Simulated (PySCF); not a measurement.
**CH6AlAs (SMILES C[AsH][AlH2]) at MP2/def2-TZVP**

What is the vertical ionisation energy of CH6AlAs at MP2/def2-TZVP? 

Program for the calculation: PySCF 2.14.0.

### 1 The structure to begin with

CH6AlAs: 9 atoms, total charge 0, spin state singlet. SMILES: `C[AsH][AlH2]`. Geometry: relaxed at PBE0-D4/def2-TZVP.

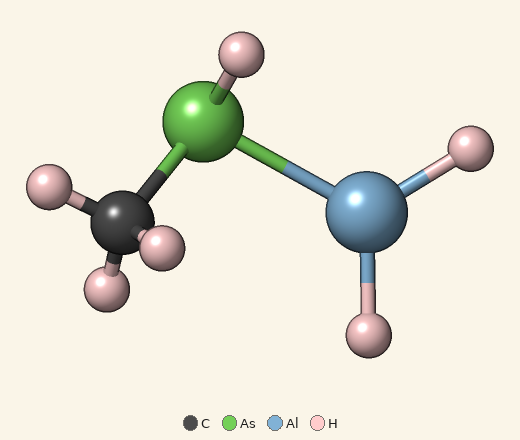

Viewed from a chosen angle; carbon dark grey, arsenic green, aluminium light blue, hydrogen pink.

### 2 A single-point energy at MP2/def2-TZVP

File calc.py:

```python
from pyscf import gto, mp

system = gto.Mole()
system.atom = '''
C   -0.476000   1.159700  -0.848800
As   0.508200  -0.554800  -1.021900
Al   0.155300  -1.450100   1.201600
H   -0.278300   1.758200  -1.737700
H   -1.541200   0.931500  -0.812600
H   -0.203000   1.727200   0.038100
H    1.894100  -0.044000  -0.644900
H    1.212900  -2.461900   1.818100
H   -1.183400  -1.112000   1.991000
'''
system.basis = 'def2-tzvp'
system.max_memory = 1860
system.verbose = 4
system.spin = 0
system.charge = 0
system.build()

mf = system.RHF()
mf.conv_tol = 1e-10
mf.kernel()
if not mf.converged:
    mf = mf.newton().run(mf.mo_coeff, mf.mo_occ)

pt = mp.MP2(mf, frozen=15).run()
e_final = pt.e_tot
print('Final energy', e_final)
```

Command:

```
$ OMP_NUM_THREADS=1 python calc.py
```

Output:

```text
PySCF version 2.14.0

[INPUT] num. atoms = 9
[INPUT] num. electrons = 58
[INPUT] charge = 0
[INPUT] spin (= nelec alpha-beta = 2S) = 0
[INPUT] symmetry False subgroup None
[INPUT] Mole.unit = angstrom
[INPUT] Symbol           X                Y                Z      unit          X                Y                Z       unit  Magmom
[INPUT]  1 C     -0.476000000000   1.159700000000  -0.848800000000 AA   -0.899509635293   2.191515386658  -1.603999534531 Bohr   0.0
[INPUT]  2 As     0.508200000000  -0.554800000000  -1.021900000000 AA    0.960358816504  -1.048420053909  -1.931111126693 Bohr   0.0
[INPUT]  3 Al     0.155300000000  -1.450100000000   1.201600000000 AA    0.293474467145  -2.740291853232   2.270694911277 Bohr   0.0
[INPUT]  4 H     -0.278300000000   1.758200000000  -1.737700000000 AA   -0.525910780466   3.322516472210  -3.283777086657 Bohr   0.0
[INPUT]  5 H     -1.541200000000   0.931500000000  -0.812600000000 AA   -2.912445903180   1.760279885032  -1.535591448822 Bohr   0.0
[INPUT]  6 H     -0.203000000000   1.727200000000   0.038100000000 AA   -0.383614403287   3.263934962349   0.071998565346 Bohr   0.0
[INPUT]  7 H      1.894100000000  -0.044000000000  -0.644900000000 AA    3.579330252539  -0.083147949481  -1.218684377732 Bohr   0.0
[INPUT]  8 H      1.212900000000  -2.461900000000   1.818100000000 AA    2.292048816485  -4.652316746067   3.435711067072 Bohr   0.0
[INPUT]  9 H     -1.183400000000  -1.112000000000   1.991000000000 AA   -2.236301895810  -2.101375450516   3.762444714009 Bohr   0.0

nuclear repulsion = 231.17972221786
number of shells = 64
number of NR pGTOs = 260
number of NR cGTOs = 152
basis = def2-tzvp
ecp = {}

******** <class 'pyscf.scf.hf.RHF'> ********
method = RHF
initial guess = minao
damping factor = 0
level_shift factor = 0
DIIS = <class 'pyscf.scf.diis.CDIIS'>
diis_start_cycle = 1
diis_space = 8
diis_damp = 0
SCF conv_tol = 1e-10
SCF conv_tol_grad = None
SCF max_cycles = 50
direct_scf = True
direct_scf_tol = 1e-13
Set gradient conv threshold to 1e-05
Initial guess from minao.
init E= -2516.59781090889
  HOMO = -0.235276779971802  LUMO = -0.00614073075157506  gap/eV = 6.23511
cycle= 1 E= -2517.45526321969  delta_E= -0.857  |g|= 0.298  |ddm|=  2.2
  HOMO = -0.324187374198303  LUMO = 0.0229530736437802  gap/eV = 9.44617
cycle= 2 E= -2517.48947268177  delta_E= -0.0342  |g|= 0.11  |ddm|= 0.36
  HOMO = -0.323379384688543  LUMO = 0.037021155582881  gap/eV = 9.80700
cycle= 3 E= -2517.49280037327  delta_E= -0.00333  |g|= 0.037  |ddm|= 0.121
  HOMO = -0.32517614206952  LUMO = 0.037709843194186  gap/eV = 9.87463
cycle= 4 E= -2517.4933690817  delta_E= -0.000569  |g|= 0.00704  |ddm|= 0.0562
  HOMO = -0.324921387617465  LUMO = 0.0367113073847207  gap/eV = 9.84053
cycle= 5 E= -2517.49339775392  delta_E= -2.87e-05  |g|= 0.00271  |ddm|= 0.0134
  HOMO = -0.325383482819962  LUMO = 0.0367042021023885  gap/eV = 9.85291
cycle= 6 E= -2517.49340297197  delta_E= -5.22e-06  |g|= 0.000769  |ddm|= 0.00664
  HOMO = -0.325487399054708  LUMO = 0.0366763035420803  gap/eV = 9.85498
cycle= 7 E= -2517.49340366065  delta_E= -6.89e-07  |g|= 0.000277  |ddm|= 0.00276
  HOMO = -0.325492205017277  LUMO = 0.0366769030960263  gap/eV = 9.85512
cycle= 8 E= -2517.49340371798  delta_E= -5.73e-08  |g|= 7.65e-05  |ddm|= 0.000675
  HOMO = -0.325489424888424  LUMO = 0.0366755818585673  gap/eV = 9.85501
cycle= 9 E= -2517.49340372415  delta_E= -6.17e-09  |g|= 2.22e-05  |ddm|= 0.000224
  HOMO = -0.325491926126567  LUMO = 0.0366742433064431  gap/eV = 9.85504
cycle= 10 E= -2517.49340372483  delta_E= -6.83e-10  |g|= 6.56e-06  |ddm|= 7.95e-05
  HOMO = -0.325490990252018  LUMO = 0.0366745723007078  gap/eV = 9.85503
cycle= 11 E= -2517.4934037249  delta_E= -6.68e-11  |g|= 2.04e-06  |ddm|= 2.38e-05
  HOMO = -0.325491252718528  LUMO = 0.0366744413947053  gap/eV = 9.85503
Extra cycle  E= -2517.4934037249  delta_E= 4.55e-13  |g|= 1.04e-06  |ddm|= 4.51e-06
converged SCF energy = -2517.4934037249

******** <class 'pyscf.mp.mp2.RMP2'> ********
nocc = 14, nmo = 137
frozen orbitals 15
E(RMP2) = -2518.01146912151  E_corr = -0.518065396606421
E(SCS-RMP2) = -2518.00726147317  E_corr = -0.513857748267185
E_corr(same-spin) = -0.124408531915985
E_corr(oppo-spin) = -0.393656864690436
Final energy -2518.011469121506
```

It took 12 s on 1 thread of Intel Xeon Platinum 8259CL at 2.50GHz (Skylake/Cascade Lake), shared host; peak memory 0.8 GiB.

### 3 The doublet cation at the same level

File run.py:

```python
from pyscf import gto, scf, mp

mol = gto.M(
    atom='''
C     -0.899510     2.191515    -1.604000
As     0.960359    -1.048420    -1.931111
Al     0.293474    -2.740292     2.270695
H     -0.525911     3.322516    -3.283777
H     -2.912446     1.760280    -1.535591
H     -0.383614     3.263935     0.071999
H      3.579330    -0.083148    -1.218684
H      2.292049    -4.652317     3.435711
H     -2.236302    -2.101375     3.762445
''',
    unit='bohr',
    charge=1,
    spin=1,
    verbose=4,
    max_memory=1860,
    basis='def2-tzvp',
)

hf = scf.UHF(mol)
hf.conv_tol = 1e-10
hf.kernel()
if not hf.converged:
    hf = hf.newton().run(hf.mo_coeff, hf.mo_occ)

pt = mp.MP2(hf, frozen=15).run()
e_tot = pt.e_tot
print(f'total energy: {e_tot:.8f} hartree')
```

Command:

```
$ OMP_NUM_THREADS=1 python run.py
```

Output:

```text
PySCF version 2.14.0

[INPUT] num. atoms = 9
[INPUT] num. electrons = 57
[INPUT] charge = 1
[INPUT] spin (= nelec alpha-beta = 2S) = 1
[INPUT] symmetry False subgroup None
[INPUT] Mole.unit = bohr
[INPUT] Symbol           X                Y                Z      unit          X                Y                Z       unit  Magmom
[INPUT]  1 C     -0.476000192995   1.159699795389  -0.848800246316 AA   -0.899510000000   2.191515000000  -1.604000000000 Bohr   0.0
[INPUT]  2 As     0.508200097102  -0.554799971473  -1.021899932957 AA    0.960359000000  -1.048420000000  -1.931111000000 Bohr   0.0
[INPUT]  3 Al     0.155299752798  -1.450100077666   1.201600046950 AA    0.293474000000  -2.740292000000   2.270695000000 Bohr   0.0
[INPUT]  4 H     -0.278300116172   1.758199750117  -1.737699954143 AA   -0.525911000000   3.322516000000  -3.283777000000 Bohr   0.0
[INPUT]  5 H     -1.541200051235   0.931500060838  -0.812599762494 AA   -2.912446000000   1.760280000000  -1.535591000000 Bohr   0.0
[INPUT]  6 H     -0.202999786590   1.727200019924   0.038100230009 AA   -0.383614000000   3.263935000000   0.071999000000 Bohr   0.0
[INPUT]  7 H      1.894099866362  -0.044000026734  -0.644899800113 AA    3.579330000000  -0.083148000000  -1.218684000000 Bohr   0.0
[INPUT]  8 H      1.212900097112  -2.461900134376   1.818099964507 AA    2.292049000000  -4.652317000000   3.435711000000 Bohr   0.0
[INPUT]  9 H     -1.183400055135  -1.111999761597   1.991000151340 AA   -2.236302000000  -2.101375000000   3.762445000000 Bohr   0.0

nuclear repulsion = 231.179721856485
number of shells = 64
number of NR pGTOs = 260
number of NR cGTOs = 152
basis = def2-tzvp
ecp = {}

******** <class 'pyscf.scf.uhf.UHF'> ********
method = UHF
initial guess = minao
damping factor = 0
level_shift factor = 0
DIIS = <class 'pyscf.scf.diis.CDIIS'>
diis_start_cycle = 1
diis_space = 8
diis_damp = 0
SCF conv_tol = 1e-10
SCF conv_tol_grad = None
SCF max_cycles = 50
direct_scf = True
direct_scf_tol = 1e-13
number electrons alpha = 29  beta = 28
Set gradient conv threshold to 1e-05
init E= -2516.59781086264
[... the frontier-level lines of each cycle are left out ...]

cycle= 1 E= -2517.12759808047  delta_E= -0.53  |g|= 0.294  |ddm|= 1.55
cycle= 2 E= -2517.19732843134  delta_E= -0.0697  |g|= 0.143  |ddm|= 0.433
cycle= 3 E= -2517.20604114884  delta_E= -0.00871  |g|= 0.0458  |ddm|= 0.12
cycle= 4 E= -2517.20870076732  delta_E= -0.00266  |g|= 0.0156  |ddm|= 0.0761
cycle= 5 E= -2517.20927802989  delta_E= -0.000577  |g|= 0.00818  |ddm|= 0.0323
cycle= 6 E= -2517.20952523827  delta_E= -0.000247  |g|= 0.0051  |ddm|= 0.0228
cycle= 7 E= -2517.20965755722  delta_E= -0.000132  |g|= 0.00359  |ddm|= 0.0175
cycle= 8 E= -2517.20974548083  delta_E= -8.79e-05  |g|= 0.00228  |ddm|= 0.0173
cycle= 9 E= -2517.20979354645  delta_E= -4.81e-05  |g|= 0.000865  |ddm|= 0.0187
cycle= 10 E= -2517.20979926099  delta_E= -5.71e-06  |g|= 0.000324  |ddm|= 0.00687
cycle= 11 E= -2517.20979975439  delta_E= -4.93e-07  |g|= 0.000159  |ddm|= 0.00184
cycle= 12 E= -2517.2097998423  delta_E= -8.79e-08  |g|= 9.14e-05  |ddm|= 0.000548
cycle= 13 E= -2517.20979987381  delta_E= -3.15e-08  |g|= 5.12e-05  |ddm|= 0.000313
cycle= 14 E= -2517.20979988563  delta_E= -1.18e-08  |g|= 1.85e-05  |ddm|= 0.000266
cycle= 15 E= -2517.20979988666  delta_E= -1.03e-09  |g|= 7.23e-06  |ddm|= 7.75e-05
cycle= 16 E= -2517.2097998868  delta_E= -1.4e-10  |g|= 3.24e-06  |ddm|= 1.92e-05
cycle= 17 E= -2517.20979988682  delta_E= -2.18e-11  |g|= 1.8e-06  |ddm|= 8.18e-06
Extra cycle  E= -2517.20979988681  delta_E= 1.09e-11  |g|= 1.27e-06  |ddm|= 2.73e-06
converged SCF energy = -2517.20979988681  <S^2> = 0.76836627  2S+1 = 2.0182827

******** <class 'pyscf.mp.ump2.UMP2'> ********
nocc = (np.int64(14), np.int64(13)), nmo = (137, 137)
frozen orbitals 15
E(UMP2) = -2517.69176676699  E_corr = -0.481966880173936
E(SCS-UMP2) = -2517.68871306226  E_corr = -0.478913175449053
E_corr(same-spin) = -0.114746631645774
E_corr(oppo-spin) = -0.367220248528163
total energy: -2517.69176677 hartree
```

Wall time 61 s (1 thread of Intel Xeon Platinum 8259CL at 2.50GHz (Skylake/Cascade Lake), shared host); peak memory 1.1 GiB.

### 4 What came out

At MP2/def2-TZVP, 15 core orbitals frozen:

| quantity | value |
| --- | --- |
| singlet CH6AlAs: total energy | -2518.01147 Eh |
| singlet CH6AlAs: dipole moment (Hartree–Fock density) | 1.09 D |
| singlet CH6AlAs: HOMO energy (Hartree–Fock orbitals) | -8.86 eV |
| singlet CH6AlAs: LUMO energy (Hartree–Fock orbitals) | 1.00 eV |
| singlet CH6AlAs: HOMO–LUMO gap (Hartree–Fock orbitals) | 9.86 eV |
| singlet CH6AlAs: correlation energy (15 core orbitals frozen) | -518.1 mEh |
| doublet cation: total energy | -2517.69177 Eh |
| doublet cation: HOMO energy (Hartree–Fock orbitals) (highest over α and β) | -16.27 eV |
| doublet cation: LUMO energy (Hartree–Fock orbitals) (lowest over α and β) | -6.68 eV |
| doublet cation: correlation energy (15 core orbitals frozen) | -482.0 mEh |
| doublet cation: ⟨S²⟩ of the reference determinant | 0.768 |
| vertical ionisation energy (to the doublet cation) | 8.700 eV |

What this shows: The vertical ionisation energy comes to 8.70 eV (839 kJ/mol). Mulliken charges (doublet cation) of the mean-field density run from -0.40 on C1 to +0.54 on Al3; they depend strongly on the basis.
